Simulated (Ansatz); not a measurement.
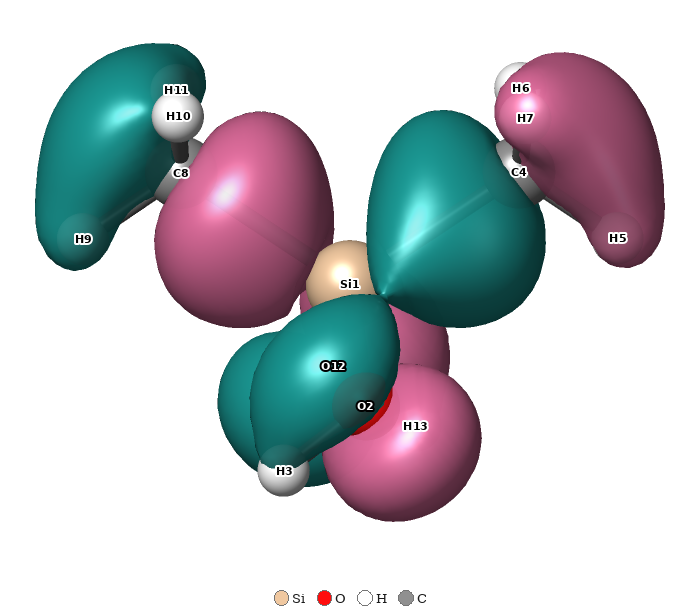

C$_{2}$H$_{8}$O$_{2}$Si. The HOMO at ±0.1 Å⁻³ᐟ² (teal and pink are the two phases), seen at a tilt.

These are results of RKS B3LYP-D4/6-31G* in Ansatz 0.2.0, not measurements.

```xyz
13

Si   -0.0820    0.0074    0.0040
O    -0.0556   -0.1411    1.6694
H    -0.9203   -0.0747    2.0993
C     1.7169   -0.0644   -0.5031
H     2.1975   -0.9970   -0.1859
H     1.8182    0.0168   -1.5913
H     2.2762    0.7617   -0.0490
C    -0.9186    1.5852   -0.5534
H    -1.9759    1.6081   -0.2659
H    -0.4298    2.4651   -0.1200
H    -0.8756    1.6783   -1.6448
O    -0.9866   -1.2135   -0.6939
H    -0.6562   -2.1095   -0.5369
```

### Where does this orbital lie, and at what energy?

It lies mainly on C4 (about 20 %), C8 (about 20 %), O2 (about 15 %), O12 (about 15 %) and Si1 (about 15 %). Its energy is −7.77 eV.
